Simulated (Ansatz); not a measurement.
# Mg2CrCd4Ga: relaxing a made-up structure

This structure for Mg2CrCd4Ga is made up. Its elements were placed in a known structure type with a cell scaled to their sizes. What cell does the guess relax to, and how far off was it?

Method: DFT, PBEsol, plane-wave PAW, files of the set soft_1, scalar-relativistic, ferromagnetic start, cell and ions relaxed at zero pressure; PAW set soft_1, in the first sound run; inputs show where later runs differ, in Ansatz 0.2.0.

## (1) Starting point

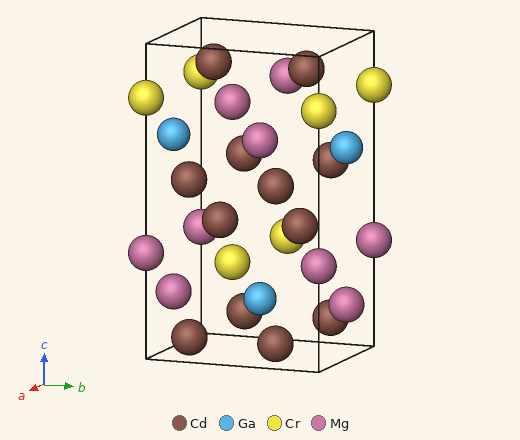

Start, viewed slightly off an axis; cadmium brown, gallium blue, chromium yellow, magnesium pink. This picture shows the conventional cell, with its axes. Some periodic images of atoms are drawn too.

## (2) Relaxing cell and atoms

The guessed cell has no reason to be at equilibrium. It is relaxed with the atoms, within the space group of the guess.

The input, input.yaml:

```yaml
crystal:
  lattice:
    - [4.932, 0.0, 0.0]
    - [0.0, 3.1105, 5.3655]
    - [0.0, -3.1105, 5.3655]
  atoms:
    - { symbol: Cd, position: [0.5, 0.6801, 0.1427] }
    - { symbol: Cd, position: [0.5, 0.1427, 0.6801] }
    - { symbol: Cd, position: [0.0, 0.8289, 0.3311] }
    - { symbol: Cd, position: [0.0, 0.3311, 0.8289] }
    - { symbol: Ga, position: [0.5, 0.6712, 0.6712] }
    - { symbol: Cr, position: [0.0, 0.8287, 0.8287], spin: 3.0 }
    - { symbol: Mg, position: [0.5, 0.1733, 0.1733] }
    - { symbol: Mg, position: [0.0, 0.3367, 0.3367] }
magnetization:
  spin_polarized: true
kpoints:
  mp_grid: { grid: [6, 5, 5] }
scf:
  occupations: { method: fermi_dirac, width: 0.05 }
hamiltonian:
  xc: pbesol
  pseudopotentials: { kind: paw, azcp: { folder: soft_1 }, xc_functional: pbe }
relax:
  f_tol: 0.015
  max_steps: 70
  cell: {}
output:
  forces: true
  stress: true
```

Command:

```console
$ ansatz run input.yaml --threads 4 --pin off --max-ram 10240MiB --backend cpu --events-out ev --progress --plain --runs-dir out
```

Numbers of over 12 decimals in the logs are rounded to 6 here.

The program printed:

```text
Engine: ansatz 0.2.0, aarch64-unknown-linux-gnu
Pseudopotentials: kind: paw
Pseudopotential: Cd, paw, valence charge 20, recommended cutoff 420 eV (normal), soft_1/Cd.paw.azcp
Pseudopotential: Ga, paw, valence charge 13, recommended cutoff 420 eV (normal), soft_1/Ga.paw.azcp
Pseudopotential: Cr, paw, valence charge 14, recommended cutoff 420 eV (normal), soft_1/Cr.paw.azcp
Pseudopotential: Mg, paw, valence charge 10, recommended cutoff 420 eV (normal), soft_1/Mg.paw.azcp
Functional definition: PBEsol
  exchange = pbesol_x
  correlation = pbesol_c
Crystal: 8 atoms, lattice volume = 164.624 Å³
Basis set: ecut = 420 eV, 3247 PW (Γ), exchange–correlation on 72×90×90 points (8 copies of the dense FFT grid, shifted against one another)
Bands: 78, of which v1, the nominal top of the filled ones, is band 64 counted from 1 (63 counted from 0)
Symmetry: 4 space group operations
Space group: Amm2 (ITA 38), of the structure as read, at distance tolerance 5.5e-5 Å
Magnetic group: BNS 38.187 (UNI 285), of the structure as read, at distance tolerance 5.5e-5 Å
k-points: 36 of 150 (time reversal used)
Non-local potential: Cd, projectors of the file, l = 0: 3, l = 1: 2, l = 2: 2, l = 3: 1
Non-local potential: Ga, projectors of the file, l = 0: 2, l = 1: 2, l = 2: 3, l = 3: 1
Non-local potential: Cr, projectors of the file, l = 0: 3, l = 1: 2, l = 2: 3, l = 3: 1
Non-local potential: Mg, projectors of the file, l = 0: 3, l = 1: 2, l = 2: 1
PAW form: soft (Blöchl's): semilocal exchange-correlation on the pseudo side does not see the compensation charge
PAW frozen core: Cd, regenerated for the run's functional, and the local potential with it (the file was generated under x = pbe(κ = 0.804, μ = 0.219515), c = pbe(β = 0.066725))
PAW frozen core: Ga, regenerated for the run's functional, and the local potential with it (the file was generated under x = pbe(κ = 0.804, μ = 0.219515), c = pbe(β = 0.066725))
PAW frozen core: Cr, regenerated for the run's functional, and the local potential with it (the file was generated under x = pbe(κ = 0.804, μ = 0.219515), c = pbe(β = 0.066725))
PAW frozen core: Mg, regenerated for the run's functional, and the local potential with it (the file was generated under x = pbe(κ = 0.804, μ = 0.219515), c = pbe(β = 0.066725))
PAW one-centre angular grid: Cd, 590 points (default); XC on 64 Gauss nodes
PAW one-centre angular grid: Ga, 590 points (default); XC on 64 Gauss nodes
PAW one-centre angular grid: Cr, 590 points (default); XC on 64 Gauss nodes
PAW one-centre angular grid: Mg, 110 points (default); XC on 64 Gauss nodes
Initial density: superposition of atomic densities (chi_scale 0.1, normalization cell)
Starting moments: Σ|m| = 3 μB on 1 of 8 sites
Initial wavefunctions: pseudopotential atomic-orbital guess
Functional: x = pbesol(κ = 0.804, μ = 0.123457), c = pbesol(β = 0.046)
SCF iter   1: F=—  HF=-43652.930412 eV  |F-HF|=—  |Δ(HF+E_count)|=         —  Δρ=2.74e-2 (↑2.11e-2 ↓2.74e-2)  dr2=4.66e0  dr2_m=4.70e-2  M=3.212 μB ∫|m|=3.471 μB  β_m=0.30  ethr=3.10e-3  ⟨swp⟩=6.1  Hψ=19055  notcnv=0  defer=8
Mixer restart at iter 1: flushing history
preconditioner: auto → Kerker (q_TF=auto, 2.613 Å⁻¹)  [metal: Δε(μ)=0.021 eV  Ē_g=10.890 eV  σ=0.050 eV  W_gap=0.10  n_scr=46 (ndim 8)  ℏωp=24.4 eV  f_vac=0.000  D(μ)=4.38/eV (n_scr^D=26)]
spin=Collinear: Kerker preconditioning applied to the charge; magnetization (m = ρ↑ − ρ↓) channel mixes plain (no charge-response kernel on spin).
SCF iter   2: F=—  HF=-43652.370616 eV  |F-HF|=—  |Δ(HF+E_count)|=   5.60e-1  Δρ=1.94e-2 (↑1.26e-2 ↓1.94e-2)  dr2=1.90e0  dr2_m=1.18e-1  M=3.347 μB ∫|m|=3.622 μB  β_m=0.51  ethr=3.10e-3  ⟨swp⟩=2.0  Hψ=7295  notcnv=0  defer=365
SCF iter   3: F=—  HF=-43652.038867 eV  |F-HF|=—  |Δ(HF+E_count)|=   3.32e-1  Δρ=1.00e-2 (↑9.36e-3 ↓1.00e-2)  dr2=2.96e-1  dr2_m=1.02e-1  M=3.608 μB ∫|m|=3.949 μB  β_m=0.76  ethr=1.50e-3  ⟨swp⟩=2.0  Hψ=8419  notcnv=0  defer=364
SCF iter   4: F=—  HF=-43652.148219 eV  |F-HF|=—  |Δ(HF+E_count)|=         —  Δρ=1.14e-2 (↑1.14e-2 ↓3.82e-3)  dr2=1.21e-1  dr2_m=8.33e-2  M=3.957 μB ∫|m|=4.438 μB  β_m=0.76  ethr=2.33e-4  ⟨swp⟩=2.4  Hψ=8846  notcnv=0  defer=367
Mixer restart at iter 4: flushing history
SCF iter   5: F=—  HF=-43652.120175 eV  |F-HF|=—  |Δ(HF+E_count)|=   2.80e-2  Δρ=4.48e-3 (↑4.48e-3 ↓1.46e-3)  dr2=4.01e-2  dr2_m=4.19e-3  M=3.897 μB ∫|m|=4.378 μB  β_m=0.65  ethr=9.51e-5  ⟨swp⟩=2.6  Hψ=10718  notcnv=0  defer=367
SCF iter   6: F=—  HF=-43652.118795 eV  |F-HF|=—  |Δ(HF+E_count)|=   1.38e-3  Δρ=1.62e-3 (↑1.62e-3 ↓8.12e-4)  dr2=3.36e-3  dr2_m=1.98e-3  M=3.929 μB ∫|m|=4.421 μB  β_m=0.74  ethr=3.16e-5  ⟨swp⟩=2.0  Hψ=10881  notcnv=0  defer=359
SCF iter   7: F=—  HF=-43652.118023 eV  |F-HF|=—  |Δ(HF+E_count)|=   7.72e-4  Δρ=2.95e-4 (↑2.95e-4 ↓2.60e-4)  dr2=8.19e-4  dr2_m=6.72e-6  M=3.922 μB ∫|m|=4.419 μB  β_m=0.86  ethr=2.64e-6  ⟨swp⟩=2.0  Hψ=8478  notcnv=0  defer=359
SCF iter   8: F=—  HF=-43652.118059 eV  |F-HF|=—  |Δ(HF+E_count)|=   3.62e-5  Δρ=1.52e-4 (↑1.52e-4 ↓1.43e-4)  dr2=2.42e-4  dr2_m=6.68e-7  M=3.923 μB ∫|m|=4.422 μB  β_m=0.86  ethr=6.45e-7  ⟨swp⟩=2.8  Hψ=9362  notcnv=0  defer=359
SCF iter   9: F=—  HF=-43652.117980 eV  |F-HF|=—  |Δ(HF+E_count)|=   7.95e-5  Δρ=1.85e-4 (↑1.85e-4 ↓3.95e-5)  dr2=6.71e-5  dr2_m=1.03e-5  M=3.925 μB ∫|m|=4.425 μB  β_m=0.93  ethr=1.91e-7  ⟨swp⟩=2.0  Hψ=8632  notcnv=0  defer=359
SCF iter  10: F=—  HF=-43652.118000 eV  |F-HF|=—  |Δ(HF+E_count)|=   2.04e-5  Δρ=1.02e-4 (↑1.02e-4 ↓1.70e-5)  dr2=2.63e-5  dr2_m=3.11e-6  M=3.925 μB ∫|m|=4.425 μB  β_m=0.96  ethr=5.29e-8  ⟨swp⟩=2.0  Hψ=8364  notcnv=0  defer=359
SCF iter  11: F=—  HF=-43652.118002 eV  |F-HF|=—  |Δ(HF+E_count)|=   1.67e-6  Δρ=2.68e-5 (↑2.68e-5 ↓1.89e-5)  dr2=3.08e-6  dr2_m=1.01e-7  M=3.925 μB ∫|m|=4.424 μB  β_m=0.73  ethr=2.07e-8  ⟨swp⟩=2.0  Hψ=8604  notcnv=0  defer=359
SCF iter  12: F=—  HF=-43652.117999 eV  |F-HF|=—  |Δ(HF+E_count)|=   2.22e-6  Δρ=6.51e-6 (↑6.51e-6 ↓2.97e-6)  dr2=1.87e-7  dr2_m=1.31e-8  M=3.925 μB ∫|m|=4.424 μB  β_m=0.87  ethr=2.43e-9  ⟨swp⟩=2.0  Hψ=8176  notcnv=0  defer=359
SCF iter  13: F=—  HF=-43652.117999 eV  |F-HF|=—  |Δ(HF+E_count)|=   1.78e-8  Δρ=2.12e-6 (↑2.12e-6 ↓1.12e-6)  dr2=2.17e-8  dr2_m=1.36e-9  M=3.925 μB ∫|m|=4.424 μB  β_m=0.93  ethr=1.47e-10  ⟨swp⟩=2.0  Hψ=7778  notcnv=0  defer=359
SCF iter  14: F=-43652.117999 eV  HF=-43652.117999 eV  |F-HF|=7.06e-9  |Δ(HF+E_count)|=  2.98e-10  Δρ=1.30e-6 (↑1.30e-6 ↓4.08e-7)  dr2=7.46e-9  dr2_m=3.21e-10  M=3.925 μB ∫|m|=4.424 μB  ethr=1.71e-11  ⟨swp⟩=1.6  Hψ=13406  notcnv=0
SCF 1 converged in 14 iterations: F = -43652.117999 eV  dr2 = 7.46e-9
[...]
SCF 3 converged in 10 iterations: F = -43652.320000 eV  dr2 = 1.45e-7
relax step   3: F+E_penalty+E_count = -43652.31999979 eV  Δ(F+E_penalty+E_count) = -1.547e-2 eV  max|allowed force component| = 3.281e-2 eV/Å  Δτ_max = 0.0305 Å  P = -0.216 GPa  Ω = 153.581 Å³  energy of the carried Pulay correction = +1.430e-3 eV  (10 SCF iters, dr2 threshold 8.00e-7 eV, accepted)
[...]
relax step   4: F+E_penalty+E_count = -43652.32103495 eV  Δ(F+E_penalty+E_count) = -1.035e-3 eV  max|allowed force component| = 1.593e-2 eV/Å  Δτ_max = 0.0110 Å  P = -0.039 GPa  Ω = 153.125 Å³  energy of the carried Pulay correction = +1.491e-3 eV  (9 SCF iters, dr2 threshold 1.73e-7 eV, accepted)
[...]
relax step   5: F+E_penalty+E_count = -43652.32118683 eV  Δ(F+E_penalty+E_count) = -1.519e-4 eV  max|allowed force component| = 5.362e-3 eV/Å  Δτ_max = 0.0096 Å  P = +0.005 GPa  Ω = 153.021 Å³  energy of the carried Pulay correction = +1.505e-3 eV  (9 SCF iters, dr2 threshold 2.10e-8 eV, accepted)
Initial wavefunctions: pseudopotential atomic-orbital guess (no wavefunctions were taken with the density)
iter 1 solved again at ethr=1.08e-8 eV; its pass at ethr=3.10e-3 eV (dr2=1.37e-5 eV) is discarded
SCF iter   1: F=—  HF=-43652.319501 eV  |F-HF|=—  |Δ(HF+E_count)|=         —  Δρ=5.25e-5 (↑5.25e-5 ↓4.55e-5)  dr2=4.86e-6  dr2_m=2.44e-7  M=3.833 μB ∫|m|=4.284 μB  β_m=0.65  ethr=1.08e-8  ⟨swp⟩=4.0  Hψ=36519  notcnv=0
preconditioner: auto → Kerker (q_TF=auto, 2.376 Å⁻¹)  [metal: Δε(μ)=0.011 eV  Ē_g=11.811 eV  σ=0.050 eV  W_gap=0.05  n_scr=26 (ndim 8)  ℏωp=25.3 eV  f_vac=0.000  D(μ)=2.83/eV (n_scr^D=20)]
spin=Collinear: Kerker preconditioning applied to the charge; magnetization (m = ρ↑ − ρ↓) channel mixes plain (no charge-response kernel on spin).
SCF iter   2: F=—  HF=-43652.319588 eV  |F-HF|=—  |Δ(HF+E_count)|=   8.66e-5  Δρ=2.65e-5 (↑2.57e-5 ↓2.65e-5)  dr2=2.01e-6  dr2_m=1.31e-8  M=3.833 μB ∫|m|=4.284 μB  β_m=0.53  ethr=3.83e-9  ⟨swp⟩=2.0  Hψ=9690  notcnv=0
SCF iter   3: F=—  HF=-43652.319588 eV  |F-HF|=—  |Δ(HF+E_count)|=   1.28e-7  Δρ=1.03e-5 (↑1.01e-5 ↓1.03e-5)  dr2=2.44e-7  dr2_m=8.31e-9  M=3.833 μB ∫|m|=4.284 μB  β_m=0.64  ethr=1.58e-9  ⟨swp⟩=2.0  Hψ=7537  notcnv=0
SCF iter   4: F=—  HF=-43652.319588 eV  |F-HF|=—  |Δ(HF+E_count)|=   2.73e-7  Δρ=5.33e-6 (↑5.33e-6 ↓2.64e-6)  dr2=1.14e-7  dr2_m=5.08e-9  M=3.833 μB ∫|m|=4.284 μB  β_m=0.69  ethr=1.92e-10  ⟨swp⟩=2.0  Hψ=9079  notcnv=0
SCF iter   5: F=—  HF=-43652.319588 eV  |F-HF|=—  |Δ(HF+E_count)|=   1.79e-7  Δρ=3.30e-6 (↑3.30e-6 ↓1.90e-6)  dr2=9.73e-8  dr2_m=8.43e-10  M=3.833 μB ∫|m|=4.284 μB  β_m=0.84  ethr=8.96e-11  ⟨swp⟩=2.0  Hψ=8621  notcnv=0
SCF iter   6: F=—  HF=-43652.319588 eV  |F-HF|=—  |Δ(HF+E_count)|=   1.06e-7  Δρ=1.53e-6 (↑1.53e-6 ↓1.52e-6)  dr2=3.79e-8  dr2_m=4.49e-10  M=3.833 μB ∫|m|=4.284 μB  β_m=0.92  ethr=7.66e-11  ⟨swp⟩=2.0  Hψ=9813  notcnv=0
SCF iter   7: F=—  HF=-43652.319588 eV  |F-HF|=—  |Δ(HF+E_count)|=   7.32e-9  Δρ=6.56e-7 (↑6.56e-7 ↓3.00e-7)  dr2=1.40e-9  dr2_m=1.48e-10  M=3.833 μB ∫|m|=4.284 μB  β_m=0.88  ethr=2.99e-11  ⟨swp⟩=2.0  Hψ=6447  notcnv=0
SCF iter   8: F=—  HF=-43652.319588 eV  |F-HF|=—  |Δ(HF+E_count)|=   1.63e-9  Δρ=7.12e-7 (↑7.12e-7 ↓2.18e-7)  dr2=1.46e-9  dr2_m=9.31e-11  M=3.833 μB ∫|m|=4.284 μB  β_m=0.79  ethr=1.10e-12  ⟨swp⟩=2.3  Hψ=10007  notcnv=0
SCF iter   9: F=—  HF=-43652.319588 eV  |F-HF|=—  |Δ(HF+E_count)|=   1.92e-9  Δρ=1.71e-7 (↑1.71e-7 ↓9.82e-8)  dr2=1.26e-10  dr2_m=2.73e-12  M=3.833 μB ∫|m|=4.284 μB  β_m=0.87  ethr=1.10e-12  ⟨swp⟩=2.0  Hψ=9820  notcnv=0
SCF iter  10: F=—  HF=-43652.319588 eV  |F-HF|=—  |Δ(HF+E_count)|=  2.98e-10  Δρ=7.61e-8 (↑7.61e-8 ↓3.43e-8)  dr2=2.13e-11  dr2_m=7.58e-13  M=3.833 μB ∫|m|=4.284 μB  β_m=0.79  ethr=1.00e-12  ⟨swp⟩=1.9  Hψ=5937  notcnv=0
SCF iter  11: F=-43652.319588 eV  HF=-43652.319588 eV  |F-HF|=7.28e-12  |Δ(HF+E_count)|=  2.18e-11  Δρ=1.61e-8 (↑1.61e-8 ↓7.99e-9)  dr2=1.10e-12  dr2_m=3.01e-14  M=3.833 μB ∫|m|=4.284 μB  ethr=1.00e-12  ⟨swp⟩=2.8  Hψ=16038  notcnv=0
SCF 6 converged in 11 iterations: F = -43652.319588 eV  dr2 = 1.10e-12
relax step   6: F+E_penalty+E_count = -43652.31958823 eV  Δ(F+E_penalty+E_count) = +1.599e-3 eV  max|allowed force component| = 5.513e-3 eV/Å  Δτ_max = 0.0000 Å  P = +0.007 GPa  Ω = 153.021 Å³  stress off target by 4.75e-2 GPa  SCF on the basis re-selected at this cell (its energy is not comparable with the rows above)  (11 SCF iters)
basis re-selected at this cell: Δ(F+E_penalty+E_count) = +1.599e-3 eV, ΔP = +0.002 GPa vs the last step (what re-selecting the basis moved, of the pressure what is left beyond the Pulay correction that the steps carried, after the strain that the cell walked since its last selection, with what the two solves' SCF thresholds leave and, on support functions, any second-order correction that the steps lacked; it is no m [...]
SCF converged after 11 iterations
Magnetization: 3.8327 μB (65.4164 up, 61.5836 down)
Absolute magnetization: 4.2908 μB (∫|ρ↑−ρ↓|, with the PAW one-centre terms)
Spin contamination: 0.3723 ħ² per cell (⟨S²⟩ above its minimum at these occupations)
Per-site moments (μB) at R_I (Å): [(-0.00693209, 1.190650), (-0.00693209, 1.190650), (-0.010305, 1.223443), (-0.010305, 1.223443), (-0.014700, 1.190650), (3.551631, 1.191482), (0.018293, 1.224543), (-0.011829, 1.222803)]
Free energy (F): -43652.319588 eV
Harris-Foulkes:  -43652.319588 eV  (|F-HF|=7.28e-12)
Internal energy: -43652.296290 eV  (E = F + TS)
E sigma→0 (E₀):  -43652.307939 eV
Entropy (-TS):   -0.023298 eV (-2.912 meV/atom)
Fermi energy:    12.769228 eV
--- Per-component energies (eV) ---
  E_band       = -2527.413969
  E_kinetic    = 2316.798155
  E_local      = -18119.088211  (includes V_loc(G=0)·N_el)
  E_nonlocal   = 829.812277
  E_hartree    = 8237.397585
  E_xc         = -855.633029
  E_vxc        = -1058.105699  (∫ρ·V_xc dr)
  E_paw        = -19832.275088  (= ΣΔE_a)
  E_vpaw       = -2971.627314  (= ΣTr[D̂ρ^β])
  E_aug_tail   = 0.001629  (compensation charges beyond the density's cutoff)
  E_ewald      = -16231.818155
  E_core_change = 2.508547  (= ΣΔE_core)
  E_smearing   = -0.023298  (= −TS)
  E_closure    = 0.000000  (closes the sum)
  Σ components = -43652.319588   (vs F -43652.319588, Δ=0.00e0)
--- Forces (eV/Å), atoms counted from 1 ---
  atom   1  Cd     0.00000000     0.00001725     0.00443383
  atom   2  Cd     0.00000000    -0.00001725     0.00443383
  atom   3  Cd     0.00000000     0.00461124     0.00174547
  atom   4  Cd     0.00000000    -0.00461124     0.00174547
  atom   5  Ga     0.00000000     0.00000000    -0.00551313
  atom   6  Cr     0.00000000     0.00000000    -0.00101346
  atom   7  Mg     0.00000000     0.00000000    -0.00389238
  atom   8  Mg     0.00000000     0.00000000    -0.00193960
  max |Σ_I F_I| component: 2.32e-8 eV/Å
--- Stress (GPa, compression-positive) ---
       -0.047479       0.000000       0.000000
        0.000000       0.041280       0.000000
        0.000000       0.000000       0.026673
  P = ⅓ Tr σ = 0.0068 GPa (0.068 kbar)
--- Relaxed structure (5 steps of the walk, 5 accepted, 1 SCFs on fresh bases) ---
  F+E_penalty+E_count = -43652.31958823 eV   max|allowed force component| = 5.513e-3 eV/Å   (the final SCF, on the basis selected at the relaxed cell)
  cell:  # Å, volume = 153.0210 Å³
    - [4.835703, 0.0, 0.0]
    - [0.0, 3.039314, 5.205779]
    - [0.0, -3.039314, 5.205779]
  atoms:
    - { symbol: Cd, position: [0.500000, 0.663084, 0.161173] }
    - { symbol: Cd, position: [0.500000, 0.161173, 0.663084] }
    - { symbol: Cd, position: [0, 0.833301, 0.333189] }
    - { symbol: Cd, position: [0, 0.333189, 0.833301] }
    - { symbol: Ga, position: [0.500000, 0.676085, 0.676085] }
    - { symbol: Cr, position: [0, 0.827860, 0.827860] }
    - { symbol: Mg, position: [0.500000, 0.161168, 0.161168] }
    - { symbol: Mg, position: [0, 0.336840, 0.336840] }
```

The job ended after 3.3 min (4 threads of Arm Neoverse V1, shared host; peak memory 1 GiB).

Relaxation path:

```
step  energy less that of the first step (eV)  largest force component (eV/Å)  pressure (GPa)  volume (Å³)
   1                                   0.0000                          0.3679           -3.42       164.62
   2                                  -0.1865                          0.1618            1.22       150.19
   3                                  -0.2020                          0.0328           -0.22       153.58
   4                                  -0.2030                          0.0159           -0.04       153.13
   5                                  -0.2032                          0.0054            0.00       153.02
  6*                                  -0.2016                          0.0055            0.01       153.02
```

Relaxation steps marked * repeat the geometry before them on a plane-wave basis chosen anew for their cell, so energy and pressure can jump there.

Forces are held to the 4 operations that the run works with; a distortion that breaks them can't arise in this run.

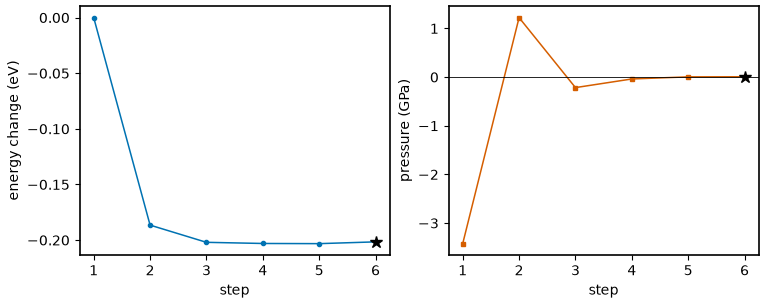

Energy and pressure along the relaxation. Stars mark steps on a basis chosen anew.

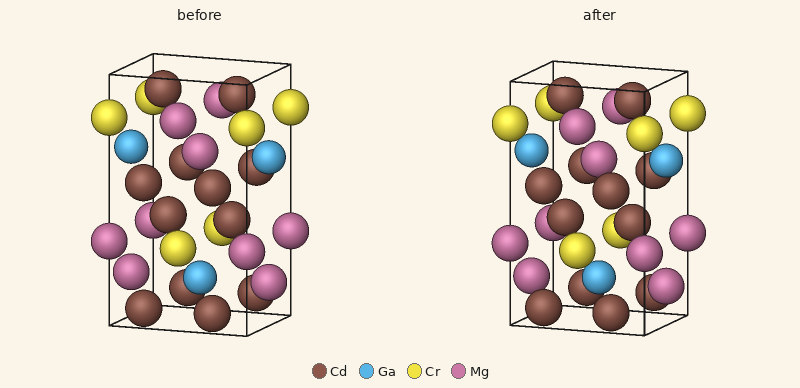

The structure before and after the relaxation, drawn at the same scale.

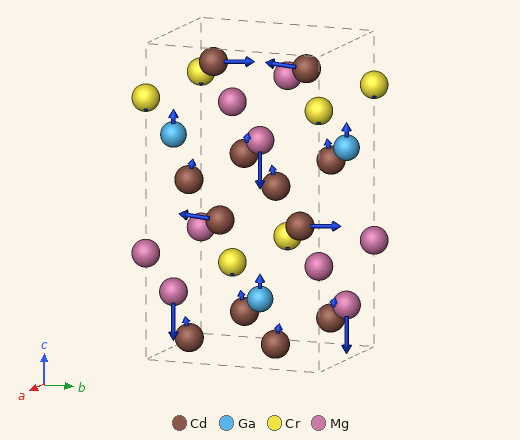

Displacements in the relaxation, exaggerated, measured against the changing cell; the longest in the cell stands for 0.13 Å. Some periodic images of atoms are drawn too.

| conventional cell, symmetrised | before | after | change |
| --- | --- | --- | --- |
| a (Å) | 4.932 | 4.836 | -2.0 % |
| b (Å) | 6.221 | 6.079 | -2.3 % |
| c (Å) | 10.731 | 10.412 | -3.0 % |
| volume (Å³/atom) | 20.58 | 19.13 | -7.0 % |

The atoms that moved most (Å, as changes of fractional coordinates times the final cell):

| atom | dx | dy | dz | length |
| --- | --- | --- | --- | --- |
| Mg7 | 0.000 | 0.000 | -0.126 | 0.126 |
| Cd1 | 0.000 | -0.108 | 0.008 | 0.108 |
| Cd2 | 0.000 | 0.108 | 0.008 | 0.108 |
| Ga5 | 0.000 | 0.000 | 0.051 | 0.051 |
| Cd4 | 0.000 | -0.007 | 0.034 | 0.035 |
| Cd3 | 0.000 | 0.007 | 0.034 | 0.035 |
| Cr6 | 0.000 | 0.000 | -0.009 | 0.009 |

Final coordinates:

```cif
data_structure
_symmetry_space_group_name_H-M 'P 1'
_symmetry_Int_Tables_number 1
_cell_length_a 4.8357
_cell_length_b 6.0281
_cell_length_c 6.0281
_cell_angle_alpha 60.556
_cell_angle_beta 90.000
_cell_angle_gamma 90.000
_cell_volume 153.02
loop_
_atom_site_label
_atom_site_type_symbol
_atom_site_fract_x
_atom_site_fract_y
_atom_site_fract_z
_atom_site_occupancy
Cd1 Cd 0.50000 0.66308 0.16117 1
Cd2 Cd 0.50000 0.16117 0.66308 1
Cd3 Cd 0.00000 0.83330 0.33319 1
Cd4 Cd 0.00000 0.33319 0.83330 1
Ga5 Ga 0.50000 0.67608 0.67608 1
Cr6 Cr 0.00000 0.82786 0.82786 1
Mg7 Mg 0.50000 0.16117 0.16117 1
Mg8 Mg 0.00000 0.33684 0.33684 1
```

This step gave:

* free energy: -43652.3196 eV
* energy at zero smearing: -43652.3079 eV
* smearing term TS: 0.02330 eV
* Fermi energy: 12.77 eV
* magnetization: 3.833 μB
* absolute magnetization: 4.291 μB
* site moments: -0.006932, -0.006932, -0.01031, -0.01031, -0.01470, 3.552, 0.01829, -0.01183 μB
* electrons: 127
* symmetry operations: 4
* pressure: 0.006825 GPa

Site moment by atom:

```csv
atom,site moment (μB)
Cd1,-0.01
Cd2,-0.01
Cd3,-0.01
Cd4,-0.01
Ga5,-0.01
Cr6,3.55
Mg7,0.02
Mg8,-0.01
```

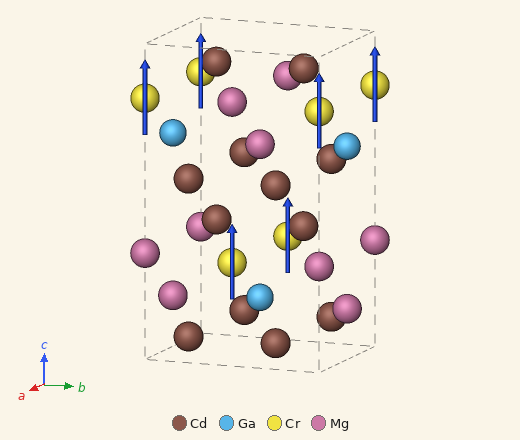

Site moment as arrows, the longest 3.55 μB. Up and down stand for the sign. Arrows give size and sign along the axis of quantisation, drawn up and down the page. Some periodic images of atoms are drawn too.

[end of part 1 of 2]

[Logs are printed without paths, hosts, clocks, repeated set-up lines and the standing remarks that a program may print on its own settings, such as how far it seeks lower states.]

[Hosts, paths, dates, database ids (printed as entryN), source tags and the programs' standing remarks are cut or masked in the printed files.]
